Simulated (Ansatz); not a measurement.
**BHLYP/6-31G(d) (spherical functions) run of GaSiH7O (SMILES [SiH3][OH+][GaH3-])**

What is the electronic atomisation energy of GaSiH7O at BHLYP/6-31G* (spherical functions)? 

Program for the calculation: Ansatz 0.2.0.

67 further runs of the same task are left out: 1 that didn't finish, 66 set aside as unsound or not needed.

### Step 1. The molecule

GaSiH7O: 10 atoms, total charge 0, spin state singlet. SMILES: `[SiH3][OH+][GaH3-]`. The coordinates come from a PBE0-D4/def2-TZVP relaxation.

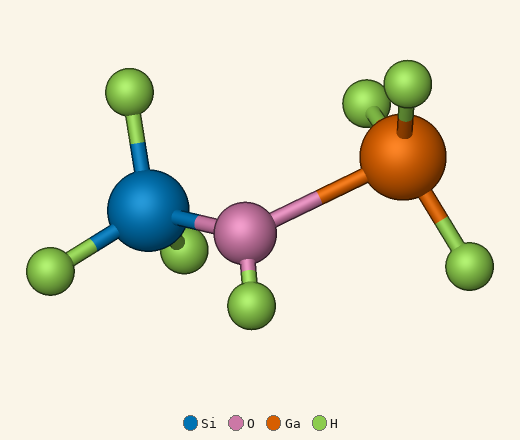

The structure, seen from a chosen angle (silicon blue, oxygen pink, gallium orange, hydrogen green).

### Step 2. The energy at BHLYP/6-31G(d) (spherical functions)

Contents of in.yaml:

```yaml
crystal:
  periodic: [false, false, false]
  atoms:
    - {symbol: Si, position_ang: [-0.484700, 0.680100, -1.289300]}
    - {symbol: O, position_ang: [-0.772200, -0.233700, 0.097500]}
    - {symbol: Ga, position_ang: [0.882100, -0.551000, 1.475200]}
    - {symbol: H, position_ang: [-1.767100, 0.740000, -2.035000]}
    - {symbol: H, position_ang: [0.556000, 0.040700, -2.124900]}
    - {symbol: H, position_ang: [-0.069600, 2.013200, -0.814500]}
    - {symbol: H, position_ang: [-1.323900, -1.014800, 0.010100]}
    - {symbol: H, position_ang: [0.306600, 0.146600, 2.760300]}
    - {symbol: H, position_ang: [1.885600, 0.253500, 0.552600]}
    - {symbol: H, position_ang: [0.870300, -2.125600, 1.370900]}
basis:
  gaussian:
    orbitals: 6-31G_st_-spherical.json
output: {orbitals: {seedname: orbitals}}
accuracy: high
magnetization:
  spin_polarized: false
hamiltonian:
  xc: {name: BHLYP}
```

The basis set 6-31G* is read from a file made from the Basis Set Exchange's data (not shown).

Launch:

```sh
$ ansatz run in.yaml --threads 1 --pin off --max-ram 3480MiB --events-out events.jsonl --progress --plain --runs-dir runs
```

The log of the run:

```text
Warning: RAYON_NUM_THREADS=1 ignored (pool sized by the plan → 1); use --threads N
Functional definition: BHLYP
  name "BHLYP"
  parameter a = 0.5
  exchange = (1 - a)*b88_x + a*exact_x
  correlation = lyp_c
1782 factors; integrals over basis functions are off by at most 4.7e-9 eV
mean field evaluation 1: about -62404.0620 eV, gradient 3.8e1 eV
mean field evaluation 2: about -62403.3906 eV, gradient 4.3e1 eV
mean field evaluation 4: about -62406.4351 eV, gradient 2.3e0 eV
mean field evaluation 8: about -62406.8266 eV, gradient 4.5e-2 eV
mean field evaluation 16: about -62406.8268 eV, gradient 4.6e-6 eV
mean field -62406.82675768 eV, -2293.4085824781 hartree, gradient 5.9e-8 eV, S^2 0.000000; 0 other end points of the search recorded, 0 dependent functions left out
reference -62406.82679009 eV, -2293.4085836692 hartree; 30, 30 occupied and 48, 48 virtual orbitals, 1782 factors
Total energy: -62406.82679009 eV, -2293.4085836692 hartree
```

Run time: 11 s. Hardware: 1 thread of Arm Neoverse V1, shared host; peak memory 0.28 GiB.

### Step 3. The Ga atom

Contents of input.yaml:

```yaml
crystal:
  periodic: [false, false, false]
  atoms:
    - {symbol: Ga, position_ang: [0.000000, 0.000000, 0.000000]}
basis:
  gaussian: {orbitals: 6-31G_st_-spherical.json}
magnetization: {spin_polarized: true, initial_magnetization: 1}
accuracy: high
hamiltonian: {xc: {name: BHLYP}}
```

The basis set 6-31G* is read from a file made from the Basis Set Exchange's data (not shown).

Launch:

```sh
$ ansatz run input.yaml --threads 1 --pin off --max-ram 3480MiB --events-out events.jsonl --progress --plain --runs-dir runs
```

The log of the run:

```text
Warning: RAYON_NUM_THREADS=1 ignored (pool sized by the plan → 1); use --threads N
Functional definition: BHLYP
  name "BHLYP"
  parameter a = 0.5
  exchange = (1 - a)*b88_x + a*exact_x
  correlation = lyp_c
306 factors; integrals over basis functions are off by at most 3.0e-9 eV
mean field evaluation 1: about -52368.5439 eV, gradient 3.6e0 eV
mean field evaluation 2: about -52368.5878 eV, gradient 3.0e0 eV
mean field evaluation 4: about -52368.6033 eV, gradient 4.4e-1 eV
mean field evaluation 8: about -52368.6054 eV, gradient 4.8e-3 eV
mean field evaluation 16: about -52368.6054 eV, gradient 1.3e-7 eV
mean field -52368.60535757 eV, -1924.5107501752 hartree, gradient 8.7e-9 eV, S^2 0.752800; 0 other end points of the search recorded, 0 dependent functions left out
reference -52368.60537265 eV, -1924.5107507292 hartree; 16, 15 occupied and 16, 17 virtual orbitals, 306 factors
Total energy: -52368.60537265 eV, -1924.5107507292 hartree
```

Run time: 1.8 s. Hardware: 1 thread of Arm Neoverse V1, shared host; peak memory 0.098 GiB.

### Step 4. The H atom at the same level

Contents of job.yaml:

```yaml
crystal:
  periodic: [false, false, false]
  atoms:
    - {symbol: H, position_ang: [0.000000, 0.000000, 0.000000]}
basis:
  gaussian: {orbitals: "6-31G*"}
accuracy: high
hamiltonian: {xc: {name: BHLYP}}
magnetization: {spin_polarized: true, initial_magnetization: 1}
```

Run the same way, it converges to -0.49683 Eh (log not shown).

### Step 5. The O atom, same level

Contents of molecule.yaml:

```yaml
crystal:
  periodic: [false, false, false]
  atoms:
    - {symbol: O, position_ang: [0.000000, 0.000000, 0.000000]}
basis:
  gaussian:
    orbitals: 6-31G_st_-spherical.json
accuracy: high
hamiltonian:
  xc: {name: BHLYP}
magnetization:
  spin_polarized: true
  initial_magnetization: 2
```

The basis set 6-31G* is read from a file made from the Basis Set Exchange's data (not shown).

Run the same way, it converges to -75.04275 Eh (log not shown).

### Step 6. The Si atom at the same level

Contents of job.yaml:

```yaml
crystal:
  periodic: [false, false, false]
  atoms:
    - {symbol: Si, position_ang: [0.000000, 0.000000, 0.000000]}
basis:
  gaussian: {orbitals: 6-31G_st_-spherical.json}
magnetization: {spin_polarized: true, initial_magnetization: 2}
hamiltonian: {xc: {name: BHLYP}}
accuracy: high
```

The basis set 6-31G* is read from a file made from the Basis Set Exchange's data (not shown).

Launch:

```sh
$ ansatz run job.yaml --threads 1 --pin off --max-ram 3480MiB --events-out events.jsonl --progress --plain --runs-dir runs
```

The log of the run:

```text
Warning: RAYON_NUM_THREADS=1 ignored (pool sized by the plan → 1); use --threads N
Functional definition: BHLYP
  name "BHLYP"
  parameter a = 0.5
  exchange = (1 - a)*b88_x + a*exact_x
  correlation = lyp_c
141 factors; integrals over basis functions are off by at most 2.6e-9 eV
mean field evaluation 1: about -7873.7365 eV, gradient 2.2e0 eV
mean field evaluation 2: about -7873.7888 eV, gradient 5.1e-1 eV
mean field evaluation 4: about -7873.7949 eV, gradient 7.9e-2 eV
mean field evaluation 8: about -7873.7950 eV, gradient 3.4e-4 eV
mean field -7873.79502003 eV, -289.3566299362 hartree, gradient 1.8e-8 eV, S^2 2.002700; 0 other end points of the search recorded, 0 dependent functions left out
reference -7873.79503436 eV, -289.3566304627 hartree; 8, 6 occupied and 10, 12 virtual orbitals, 141 factors
Total energy: -7873.79503436 eV, -289.3566304627 hartree
```

Run time: 0.58 s. Hardware: 1 thread of Arm Neoverse V1, shared host.

### Step 7. Results

At BHLYP/6-31G* (spherical functions):

| quantity | value |
| --- | --- |
| molecule: total energy | -2293.40858 Eh |
| molecule: HOMO energy | -8.86 eV |
| molecule: LUMO energy | 0.17 eV |
| molecule: HOMO–LUMO gap | 9.03 eV |
| Ga atom: total energy | -1924.51075 Eh |
| Ga atom: ⟨S²⟩ | 0.753 |
| H atom: total energy | -0.49683 Eh |
| H atom: ⟨S²⟩ | 0.750 |
| O atom: total energy | -75.04275 Eh |
| O atom: ⟨S²⟩ | 2.003 |
| Si atom: total energy | -289.35663 Eh |
| Si atom: ⟨S²⟩ | 2.003 |
| electronic atomisation energy | 27.772 eV |

Taking the molecule apart into free atoms costs 27.77 eV (640 kcal/mol), before zero-point energy and without spin-orbit coupling.
